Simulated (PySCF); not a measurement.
# Selenium: the same states on changed settings

Aim: see what changed settings do to total energies and their difference. The change: the non-relativistic Hamiltonian (point nucleus), unsound on purpose. A sound run of the same states serves as the yardstick.

The numbers are computed with PySCF 2.14.0 (unrestricted determinants in a Gaussian basis, no spin-orbit coupling in the energies), except any that are marked as measured or tabulated.

### Step 1. Starting point

```
Element                                   : selenium (Z = 34)
Basis                                     : cc-pVDZ-DK (5s4p2d, 27 functions)
Hamiltonian                               : no relativity, point nucleus
State 1                                   : Se: [Ar] 3d10 4s2 4p4, high-spin 3P determinant
State 2                                   : Se⁺: [Ar] 3d10 4s2 4p3, high-spin 4S determinant
Methods                                   : UHF, M06-2X, M06-L, MP2, CCSD(T)
Core shells frozen in the correlated runs : valence: [Ar] 3d10 (for Se)
```

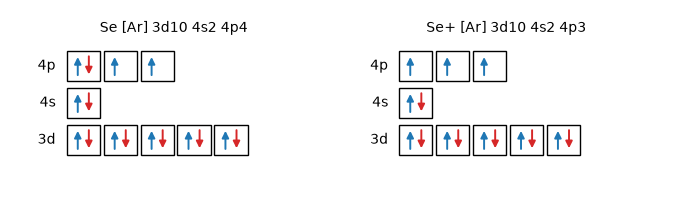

Occupation of the outer shells (arrows by Hund's rule).

The sound run (cc-pVDZ-DK, the spin-free X2C one-electron Hamiltonian (Gaussian nucleus), symmetry-adapted start, fine grid, valence correlation) gave:

| species | method | energy (hartree) |
| --- | --- | --- |
| Se | UHF | -2427.95937 |
| Se | M06-2X | -2429.82087 |
| Se | M06-L | -2429.61345 |
| Se | MP2 (valence) | -2428.03040 |
| Se | CCSD(T) (valence) | -2428.04662 |
| Se⁺ | UHF | -2427.64684 |
| Se⁺ | M06-2X | -2429.46962 |
| Se⁺ | M06-L | -2429.26212 |
| Se⁺ | MP2 (valence) | -2427.70305 |
| Se⁺ | CCSD(T) (valence) | -2427.71835 |

One driver process ran all states and methods and kept the integrals in memory. Each run is shown as a PySCF script that sums up its settings (the driver passes frozen orbitals as a list and adds second-order terms of double hybrids); the logs are those of the runs themselves. The driver starts from symmetry-adapted Hartree-Fock orbitals, holds the occupation by maximum overlap and uses a logarithmic radial grid for functionals, so a plain start would take other cycles.

The driver's launch:

```
$ OMP_NUM_THREADS=1 python atomrun2.py TASK.json OUT
```

The integrals over 27 functions and the set-up took 0.1 s of CPU time.

### Step 2. Changed run, Se

Level: UHF.

input.py

```python
from pyscf import gto, scf, dft, mp, cc
import basis_set_exchange as bse
mol = gto.M(atom="Se 0 0 0", charge=0, spin=2, symmetry="D2h",
            basis=gto.basis.parse(bse.get_basis("cc-pVDZ-DK", elements=["Se"], fmt="nwchem", header=False)))
mf = scf.UHF(mol)
mf.irrep_nelec = {'Ag': (6, 6), 'B1g': (1, 1), 'B2g': (1, 1), 'B3g': (1, 1), 'B1u': (3, 2), 'B2u': (3, 3), 'B3u': (3, 2)}
mf.kernel()
```

Log:

```text
damping factor = 0
level_shift factor = 0
DIIS = <class 'pyscf.scf.diis.CDIIS'>
diis_start_cycle = 1
diis_space = 10
diis_damp = 0
SCF conv_tol = 1e-09
SCF conv_tol_grad = None
number electrons alpha = 18  beta = 16
cycle= 1 E= -2383.02713916878  delta_E= -0.00289  |g|= 0.0187  |ddm|= 0.0546
cycle= 2 E= -2383.02744229255  delta_E= -0.000303  |g|= 0.00628  |ddm|= 0.0214
cycle= 3 E= -2383.02748342074  delta_E= -4.11e-05  |g|= 0.000602  |ddm|= 0.0159
cycle= 4 E= -2383.02748404056  delta_E= -6.2e-07  |g|= 0.000115  |ddm|= 0.005
cycle= 5 E= -2383.02748405891  delta_E= -1.84e-08  |g|= 3.58e-05  |ddm|= 0.000822
cycle= 6 E= -2383.02748406078  delta_E= -1.86e-09  |g|= 4.74e-06  |ddm|= 0.000311
cycle= 7 E= -2383.02748406081  delta_E= -3.18e-11  |g|= 3.52e-07  |ddm|= 4.03e-05
converged SCF energy = -2383.02748406081  <S^2> = 2.0064911  2S+1 = 3.0043243
```

It took 0.08 s on 1 thread of Neoverse-V1, shared host, the integrals not counted.

Orbital energies by shell (radii are means over both spins):

| shell | electrons | mean orbital energy (eV) | spread (eV) | rms radius (bohr) |
| --- | --- | --- | --- | --- |
| 1s α | 1 | -12314.0 | 0 | 0.0520 |
| 1s β | 1 | -12313.8 | 0 | 0.0520 |
| 2s α | 1 | -1616.8 | 0 | 0.216 |
| 2s β | 1 | -1616.7 | 0 | 0.216 |
| 2p α | 3 | -1466.1 | 0.173 | 0.191 |
| 2p β | 3 | -1465.9 | 0.076 | 0.191 |
| 3s α | 1 | -237.44 | 0 | 0.621 |
| 3s β | 1 | -237.05 | 0 | 0.621 |
| 3p α | 3 | -180.23 | 0.584 | 0.639 |
| 3p β | 3 | -179.70 | 0.045 | 0.639 |
| 3d α | 5 | -71.329 | 0.566 | 0.697 |
| 3d β | 5 | -71.050 | 0.325 | 0.697 |
| 4s α | 1 | -24.941 | 0 | 2.01 |
| 4s β | 1 | -19.725 | 0 | 2.01 |
| 4p α | 3 | -11.503 | 1.659 | 2.47 |
| 4p β | 1 | -9.333 | 0 | 2.47 |

⟨S²⟩ = 2.006, ⟨L²⟩ = 2.02.

Level: M06-2X.

Changes to input.py:

```diff
@@ -4,3 +4,3 @@
             basis=gto.basis.parse(bse.get_basis("cc-pVDZ-DK", elements=["Se"], fmt="nwchem", header=False)))
-mf = scf.UHF(mol)
+mf = dft.UKS(mol, xc="M062X")
 mf.irrep_nelec = {'Ag': (6, 6), 'B1g': (1, 1), 'B2g': (1, 1), 'B3g': (1, 1), 'B1u': (3, 2), 'B2u': (3, 3), 'B3u': (3, 2)}
```

Log:

```text
damping factor = 0
level_shift factor = 0
DIIS = <class 'pyscf.scf.diis.CDIIS'>
diis_start_cycle = 1
diis_space = 10
diis_damp = 0
SCF conv_tol = 1e-09
SCF conv_tol_grad = None
number electrons alpha = 18  beta = 16
XC functionals = M062X
    Y. Zhao and D. G. Truhlar.,  Theor. Chem. Acc. 120, 215 (2008)
    Y. Zhao and D. G. Truhlar.,  Theor. Chem. Acc. 120, 215 (2008)
cycle= 1 E= -2384.89339640016  delta_E= -0.00255  |g|= 0.0102  |ddm|= 0.119
cycle= 2 E= -2384.89345832342  delta_E= -6.19e-05  |g|= 0.00298  |ddm|= 0.0281
cycle= 3 E= -2384.89346202225  delta_E= -3.7e-06  |g|= 0.000654  |ddm|= 0.00844
cycle= 4 E= -2384.89346229699  delta_E= -2.75e-07  |g|= 5.59e-05  |ddm|= 0.00256
cycle= 5 E= -2384.89346229971  delta_E= -2.72e-09  |g|= 9.78e-06  |ddm|= 0.000296
cycle= 6 E= -2384.89346229984  delta_E= -1.27e-10  |g|= 7.94e-07  |ddm|= 7.69e-05
converged SCF energy = -2384.89346229984  <S^2> = 2.0039935  2S+1 = 3.0026611
```

Time after the integrals: 0.65 s (1 thread of Neoverse-V1, shared host).

Level: M06-L.

Changes to input.py:

```diff
@@ -4,3 +4,3 @@
             basis=gto.basis.parse(bse.get_basis("cc-pVDZ-DK", elements=["Se"], fmt="nwchem", header=False)))
-mf = dft.UKS(mol, xc="M062X")
+mf = dft.UKS(mol, xc="M06L")
 mf.irrep_nelec = {'Ag': (6, 6), 'B1g': (1, 1), 'B2g': (1, 1), 'B3g': (1, 1), 'B1u': (3, 2), 'B2u': (3, 3), 'B3u': (3, 2)}
```

Log:

```text
damping factor = 0
level_shift factor = 0
DIIS = <class 'pyscf.scf.diis.CDIIS'>
diis_start_cycle = 1
diis_space = 10
diis_damp = 0
SCF conv_tol = 1e-09
SCF conv_tol_grad = None
number electrons alpha = 18  beta = 16
XC functionals = M06L
    Y. Zhao and D. G. Truhlar.,  J. Chem. Phys. 125, 194101 (2006)
    Y. Zhao and D. G. Truhlar.,  J. Chem. Phys. 125, 194101 (2006)
    Y. Zhao and D. G. Truhlar.,  Theor. Chem. Acc. 120, 215 (2008)
cycle= 1 E= -2384.68300870546  delta_E= -0.00426  |g|= 0.0307  |ddm|= 0.151
cycle= 2 E= -2384.68317746093  delta_E= -0.000169  |g|= 0.0141  |ddm|= 0.0591
cycle= 3 E= -2384.68323783399  delta_E= -6.04e-05  |g|= 0.0016  |ddm|= 0.0361
cycle= 4 E= -2384.6832393786  delta_E= -1.54e-06  |g|= 0.000135  |ddm|= 0.00713
cycle= 5 E= -2384.68323939214  delta_E= -1.35e-08  |g|= 7.6e-07  |ddm|= 0.000594
cycle= 6 E= -2384.68323939214  delta_E= -9.09e-13  |g|= 9.77e-08  |ddm|= 5.17e-06
converged SCF energy = -2384.68323939214  <S^2> = 2.0028832  2S+1 = 3.0019215
```

It took 0.65 s on 1 thread of Neoverse-V1, shared host, the integrals not counted.

Level: MP2 (valence).

input.py

```python
from pyscf import gto, scf, dft, mp, cc
import basis_set_exchange as bse
mol = gto.M(atom="Se 0 0 0", charge=0, spin=2, symmetry="D2h",
            basis=gto.basis.parse(bse.get_basis("cc-pVDZ-DK", elements=["Se"], fmt="nwchem", header=False)))
mf = scf.UHF(mol)
mf.irrep_nelec = {'Ag': (6, 6), 'B1g': (1, 1), 'B2g': (1, 1), 'B3g': (1, 1), 'B1u': (3, 2), 'B2u': (3, 3), 'B3u': (3, 2)}
mf.kernel()
mp.UMP2(mf, frozen=14).kernel()
```

No log was kept for this step.

It took 0.01 s on 1 thread of Neoverse-V1, shared host, the integrals not counted.

With 6 electrons correlated, the MP2 correlation energy is -0.07143 hartree (-0.01765 same spin, -0.05378 opposite spin); the SCS form gives -0.07042. Largest pairs of shells: 4p-4p -0.0332, 4s-4p -0.0318, 4s-4s -0.0064.

Level: CCSD(T) (valence).

Changes to input.py:

```diff
@@ -7,2 +7,3 @@
 mf.kernel()
-mp.UMP2(mf, frozen=14).kernel()
+mycc = cc.CCSD(mf, frozen=14).run()
+mycc.ccsd_t()
```

Log:

```text
CC2 = 0
CCSD nocc = (np.int64(4), np.int64(2)), nmo = (13, 13)
frozen orbitals [[0, 1, 2, 3, 4, 5, 6, 7, 8, 9, 10, 11, 12, 13], [0, 1, 2, 3, 4, 5, 6, 7, 8, 9, 10, 11, 12, 13]]
max_cycle = 100
direct = 0
conv_tol = 1e-08
conv_tol_normt = 1e-06
diis_space = 8
diis_start_cycle = 0
Init t2, MP2 energy = -0.0714332660565079
Init E_corr(UCCSD) = -0.0714332660566171
cycle = 1  E_corr(UCCSD) = -0.083705269895296  dE = -0.0122720038  norm(t1,t2) = 0.0371834
cycle = 2  E_corr(UCCSD) = -0.0862424913205981  dE = -0.00253722143  norm(t1,t2) = 0.011486
cycle = 3  E_corr(UCCSD) = -0.0873165065447747  dE = -0.00107401522  norm(t1,t2) = 0.00424555
cycle = 4  E_corr(UCCSD) = -0.0872967869081723  dE = 1.97196366e-05  norm(t1,t2) = 0.000410227
cycle = 5  E_corr(UCCSD) = -0.0873000050600031  dE = -3.21815183e-06  norm(t1,t2) = 9.06007e-05
cycle = 6  E_corr(UCCSD) = -0.0872995104075292  dE = 4.94652474e-07  norm(t1,t2) = 1.89969e-05
cycle = 7  E_corr(UCCSD) = -0.0872996939268555  dE = -1.83519326e-07  norm(t1,t2) = 3.92891e-06
cycle = 8  E_corr(UCCSD) = -0.0872996382062909  dE = 5.57205646e-08  norm(t1,t2) = 5.49191e-07
cycle = 9  E_corr(UCCSD) = -0.087299645421329  dE = -7.21503807e-09  norm(t1,t2) = 8.63403e-08
UCCSD converged
E(UCCSD) = -2383.114783706229  E_corr = -0.08729964542132897
UCCSD(T) correction = -0.000864761675903026
```

It took 0.1 s on 1 thread of Neoverse-V1, shared host, the integrals not counted.

CCSD correlation -0.08730 hartree, triples -0.00086; total -2383.115648. T1 = 0.006, largest double amplitude 0.052.

### Step 3. Changed run, Se⁺, method by method

Level: UHF.

input.py

```python
from pyscf import gto, scf, dft, mp, cc
import basis_set_exchange as bse
mol = gto.M(atom="Se 0 0 0", charge=1, spin=3, symmetry="D2h",
            basis=gto.basis.parse(bse.get_basis("cc-pVDZ-DK", elements=["Se"], fmt="nwchem", header=False)))
mf = scf.UHF(mol)
mf.irrep_nelec = {'Ag': (6, 6), 'B1g': (1, 1), 'B2g': (1, 1), 'B3g': (1, 1), 'B1u': (3, 2), 'B2u': (3, 2), 'B3u': (3, 2)}
mf.kernel()
```

Log:

```text
damping factor = 0
level_shift factor = 0
DIIS = <class 'pyscf.scf.diis.CDIIS'>
diis_start_cycle = 1
diis_space = 10
diis_damp = 0
SCF conv_tol = 1e-09
SCF conv_tol_grad = None
number electrons alpha = 18  beta = 15
cycle= 1 E= -2382.71195760466  delta_E= -3.28e-10  |g|= 6.28e-06  |ddm|= 0.000114
converged SCF energy = -2382.71195760466  <S^2> = 3.7506248  2S+1 = 4.0003124
```

It took 0.06 s on 1 thread of Neoverse-V1, shared host, the integrals not counted.

Orbital energies by shell (radii are means over both spins):

| shell | electrons | mean orbital energy (eV) | spread (eV) | rms radius (bohr) |
| --- | --- | --- | --- | --- |
| 1s α | 1 | -12324.5 | 0 | 0.0520 |
| 1s β | 1 | -12324.2 | 0 | 0.0520 |
| 2s α | 1 | -1627.3 | 0 | 0.216 |
| 2s β | 1 | -1627.1 | 0 | 0.216 |
| 2p α | 3 | -1476.6 | 0 | 0.191 |
| 2p β | 3 | -1476.2 | 0 | 0.191 |
| 3s α | 1 | -248.01 | 0 | 0.621 |
| 3s β | 1 | -247.32 | 0 | 0.621 |
| 3p α | 3 | -190.79 | 0 | 0.639 |
| 3p β | 3 | -189.88 | 0 | 0.639 |
| 3d α | 5 | -81.817 | 0 | 0.696 |
| 3d β | 5 | -81.329 | 0 | 0.696 |
| 4s α | 1 | -35.574 | 0 | 1.94 |
| 4s β | 1 | -27.249 | 0 | 1.94 |
| 4p α | 3 | -21.423 | 0 | 2.31 |

⟨S²⟩ = 3.751, ⟨L²⟩ = 0.00.

Level: M06-2X.

Changes to input.py:

```diff
@@ -4,3 +4,3 @@
             basis=gto.basis.parse(bse.get_basis("cc-pVDZ-DK", elements=["Se"], fmt="nwchem", header=False)))
-mf = scf.UHF(mol)
+mf = dft.UKS(mol, xc="M062X")
 mf.irrep_nelec = {'Ag': (6, 6), 'B1g': (1, 1), 'B2g': (1, 1), 'B3g': (1, 1), 'B1u': (3, 2), 'B2u': (3, 2), 'B3u': (3, 2)}
```

Log:

```text
damping factor = 0
level_shift factor = 0
DIIS = <class 'pyscf.scf.diis.CDIIS'>
diis_start_cycle = 1
diis_space = 10
diis_damp = 0
SCF conv_tol = 1e-09
SCF conv_tol_grad = None
number electrons alpha = 18  beta = 15
XC functionals = M062X
    Y. Zhao and D. G. Truhlar.,  Theor. Chem. Acc. 120, 215 (2008)
    Y. Zhao and D. G. Truhlar.,  Theor. Chem. Acc. 120, 215 (2008)
cycle= 1 E= -2384.5397681132  delta_E= -0.00157  |g|= 0.00874  |ddm|= 0.211
cycle= 2 E= -2384.5398062934  delta_E= -3.82e-05  |g|= 0.00313  |ddm|= 0.0466
cycle= 3 E= -2384.5398094134  delta_E= -3.12e-06  |g|= 0.000215  |ddm|= 0.00857
cycle= 4 E= -2384.53980946469  delta_E= -5.13e-08  |g|= 1.11e-05  |ddm|= 0.00187
cycle= 5 E= -2384.53980946477  delta_E= -7.23e-11  |g|= 1.44e-06  |ddm|= 5.95e-05
converged SCF energy = -2384.53980946477  <S^2> = 3.7519894  2S+1 = 4.0009946
```

Time after the integrals: 0.56 s (1 thread of Neoverse-V1, shared host).

Level: M06-L.

Changes to input.py:

```diff
@@ -4,3 +4,3 @@
             basis=gto.basis.parse(bse.get_basis("cc-pVDZ-DK", elements=["Se"], fmt="nwchem", header=False)))
-mf = dft.UKS(mol, xc="M062X")
+mf = dft.UKS(mol, xc="M06L")
 mf.irrep_nelec = {'Ag': (6, 6), 'B1g': (1, 1), 'B2g': (1, 1), 'B3g': (1, 1), 'B1u': (3, 2), 'B2u': (3, 2), 'B3u': (3, 2)}
```

Log:

```text
damping factor = 0
level_shift factor = 0
DIIS = <class 'pyscf.scf.diis.CDIIS'>
diis_start_cycle = 1
diis_space = 10
diis_damp = 0
SCF conv_tol = 1e-09
SCF conv_tol_grad = None
number electrons alpha = 18  beta = 15
XC functionals = M06L
    Y. Zhao and D. G. Truhlar.,  J. Chem. Phys. 125, 194101 (2006)
    Y. Zhao and D. G. Truhlar.,  J. Chem. Phys. 125, 194101 (2006)
    Y. Zhao and D. G. Truhlar.,  Theor. Chem. Acc. 120, 215 (2008)
cycle= 1 E= -2384.3289579416  delta_E= -0.00342  |g|= 0.0301  |ddm|= 0.197
cycle= 2 E= -2384.32912843113  delta_E= -0.00017  |g|= 0.0127  |ddm|= 0.0686
cycle= 3 E= -2384.32917274829  delta_E= -4.43e-05  |g|= 0.000461  |ddm|= 0.0287
cycle= 4 E= -2384.32917285254  delta_E= -1.04e-07  |g|= 3.34e-05  |ddm|= 0.00221
cycle= 5 E= -2384.3291728531  delta_E= -5.55e-10  |g|= 8.52e-08  |ddm|= 0.000161
converged SCF energy = -2384.3291728531  <S^2> = 3.7511323  2S+1 = 4.0005661
```

It took 0.55 s on 1 thread of Neoverse-V1, shared host, the integrals not counted.

Level: MP2 (valence).

input.py

```python
from pyscf import gto, scf, dft, mp, cc
import basis_set_exchange as bse
mol = gto.M(atom="Se 0 0 0", charge=1, spin=3, symmetry="D2h",
            basis=gto.basis.parse(bse.get_basis("cc-pVDZ-DK", elements=["Se"], fmt="nwchem", header=False)))
mf = scf.UHF(mol)
mf.irrep_nelec = {'Ag': (6, 6), 'B1g': (1, 1), 'B2g': (1, 1), 'B3g': (1, 1), 'B1u': (3, 2), 'B2u': (3, 2), 'B3u': (3, 2)}
mf.kernel()
mp.UMP2(mf, frozen=14).kernel()
```

This step left no log, only its results.

Time after the integrals: 0.01 s (1 thread of Neoverse-V1, shared host).

With 5 electrons correlated, the MP2 correlation energy is -0.05711 hartree (-0.01516 same spin, -0.04195 opposite spin); the SCS form gives -0.05540. Largest pairs of shells: 4s-4p -0.0374, 4p-4p -0.0132, 4s-4s -0.0065.

Level: CCSD(T) (valence).

Changes to input.py:

```diff
@@ -7,2 +7,3 @@
 mf.kernel()
-mp.UMP2(mf, frozen=14).kernel()
+mycc = cc.CCSD(mf, frozen=14).run()
+mycc.ccsd_t()
```

Log:

```text
CC2 = 0
CCSD nocc = (np.int64(4), np.int64(1)), nmo = (13, 13)
frozen orbitals [[0, 1, 2, 3, 4, 5, 6, 7, 8, 9, 10, 11, 12, 13], [0, 1, 2, 3, 4, 5, 6, 7, 8, 9, 10, 11, 12, 13]]
max_cycle = 100
direct = 0
conv_tol = 1e-08
conv_tol_normt = 1e-06
diis_space = 8
diis_start_cycle = 0
Init t2, MP2 energy = -0.0571110414664836
Init E_corr(UCCSD) = -0.0571110414987376
cycle = 1  E_corr(UCCSD) = -0.0690552371023181  dE = -0.0119441956  norm(t1,t2) = 0.0372832
cycle = 2  E_corr(UCCSD) = -0.0715737866576969  dE = -0.00251854956  norm(t1,t2) = 0.00980236
cycle = 3  E_corr(UCCSD) = -0.0724361598684948  dE = -0.000862373211  norm(t1,t2) = 0.00313086
cycle = 4  E_corr(UCCSD) = -0.0724218886150658  dE = 1.42712534e-05  norm(t1,t2) = 0.00032063
cycle = 5  E_corr(UCCSD) = -0.0724225841816315  dE = -6.95566566e-07  norm(t1,t2) = 4.03115e-05
cycle = 6  E_corr(UCCSD) = -0.0724222588730988  dE = 3.25308533e-07  norm(t1,t2) = 7.65949e-06
cycle = 7  E_corr(UCCSD) = -0.072422459212289  dE = -2.0033919e-07  norm(t1,t2) = 8.16233e-07
cycle = 8  E_corr(UCCSD) = -0.0724224004319428  dE = 5.87803462e-08  norm(t1,t2) = 1.51501e-07
cycle = 9  E_corr(UCCSD) = -0.0724224035987155  dE = -3.16677275e-09  norm(t1,t2) = 1.90798e-08
UCCSD converged
E(UCCSD) = -2382.784380008258  E_corr = -0.0724224035987155
UCCSD(T) correction = -0.000669719128313074
```

It took 0.09 s on 1 thread of Neoverse-V1, shared host, the integrals not counted.

CCSD correlation -0.07242 hartree, triples -0.00067; total -2382.785050. T1 = 0.001, largest double amplitude 0.060.

### Step 4. What moved

| species | method | converged | energy less sound run (eV) |
| --- | --- | --- | --- |
| Se | UHF | yes | +1222.6588 |
| Se | M06-2X | yes | +1222.5369 |
| Se | M06-L | yes | +1222.6134 |
| Se | MP2 (valence) | yes | +1222.6478 |
| Se | CCSD(T) (valence) | yes | +1222.6341 |
| Se⁺ | UHF | yes | +1222.7406 |
| Se⁺ | M06-2X | yes | +1222.6026 |
| Se⁺ | M06-L | yes | +1222.6878 |
| Se⁺ | MP2 (valence) | yes | +1222.7160 |
| Se⁺ | CCSD(T) (valence) | yes | +1222.6973 |

Ionisation energy of Se:

| method | sound run (eV) | changed run (eV) | shift (eV) |
| --- | --- | --- | --- |
| UHF | 8.504 | 8.586 | +0.082 |
| M06-2X | 9.558 | 9.623 | +0.066 |
| M06-L | 9.560 | 9.635 | +0.074 |
| MP2 | 8.907 | 8.976 | +0.068 |
| SCS-MP2 | 8.927 | 8.995 | +0.068 |
| CCSD | 8.927 | 8.991 | +0.063 |
| CCSD(T) | 8.933 | 8.996 | +0.063 |

### Step 5. What came out

| quantity | value |
| --- | --- |
| change | the non-relativistic Hamiltonian (point nucleus) |
| runs converged | 10 of 10 |
| largest shift of a converged total energy | 1220 eV |
| largest shift of the ionisation energy | +0.082 eV (UHF) |

In words: The ionisation energy moves by up to 0.08 eV, at UHF. Most of the change in total energy is the relativistic energy itself. On top of that the contraction fixes the core shape for the Hamiltonian it was made with, so the changed run is not a good calculation with the other Hamiltonian either. The setting is unsound on purpose, so these numbers are no properties of the atom.
